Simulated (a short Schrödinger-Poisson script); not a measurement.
System: MOS inversion layer, SiO2 on p-type GaAs, at 300 K.

```tsv
layer	material	thickness (nm)	Na (cm⁻³)
1	SiO2	1.9	-
2	GaAs	1200	1.7e17
```

Constants are typed, rounded textbook-type inputs, not results; the design itself was drawn at random and stands for no fabricated device. SiO2: permittivity 3.9, conduction-band edge (eV) 3.17, gap (eV) 9, electron mass (mₑ) 0.5. GaAs: permittivity 12.9, conduction-band edge (eV) 0, gap (eV) 1.424, Nv at 300 K (cm⁻³) 9e18.

Channel valleys (confinement mass, in-plane density-of-states mass, number): Γ 0.067, 0.067, 1. At the gate the conduction-band edge of layer 1 lies 3.63 eV − eVg above the Fermi level of the channel; the field vanishes at the back. Gaps are held at their typed values at every temperature. Mesh 0.03 nm at interfaces.

From a short Schrödinger-Poisson script (our own, NumPy): 1D Poisson equation in equilibrium, electrons quantum, Hartree (BenDaniel-Duke, 12 states a valley, the channel's in-plane mass for all, wave functions free to enter the dielectric), parabolic valleys, classical holes, full ionisation, no traps, pinning or gate leakage.

Only gate voltages with over 1e8 electrons/cm² are shown.

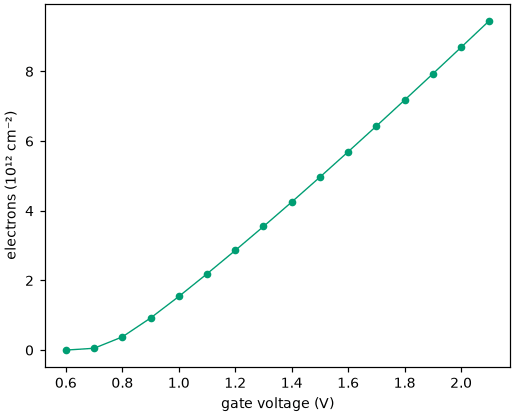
Figure: Sheet density against gate voltage

| Vg (V) | electrons (cm⁻²) | C (μF/cm²) | Γ E0 (meV) | Γ E1 (meV) |
|---|---|---|---|---|
| 0.6 | 2.07e9 | 0.115 | 151.7 | 270.9 |
| 0.7 | 5.45e10 | 0.326 | 66.1 | 188.7 |
| 0.8 | 3.80e11 | 0.792 | 9.9 | 136.8 |
| 0.9 | 9.23e11 | 0.971 | -23.9 | 108.2 |
| 1 | 1.54e12 | 1.04 | -50.7 | 86.7 |
| 1.1 | 2.19e12 | 1.08 | -75.1 | 67.8 |
| 1.2 | 2.86e12 | 1.10 | -98.2 | 50.5 |
| 1.3 | 3.55e12 | 1.13 | -120.4 | 34.5 |
| 1.4 | 4.25e12 | 1.15 | -141.8 | 20.0 |
| 1.5 | 4.97e12 | 1.17 | -162.4 | 6.8 |
| 1.6 | 5.70e12 | 1.18 | -182.4 | -5.2 |
| 1.7 | 6.43e12 | 1.20 | -201.9 | -16.4 |
| 1.8 | 7.18e12 | 1.21 | -221.0 | -26.9 |
| 1.9 | 7.93e12 | 1.22 | -239.9 | -36.9 |
| 2 | 8.69e12 | 1.23 | -258.5 | -46.7 |
| 2.1 | 9.46e12 | 1.23 | -277.0 | -56.2 |

Subbands count from the Fermi level.

Above a few 1e12 electrons/cm² a light Γ valley is non-parabolic and upper valleys begin to fill, which the model leaves out.
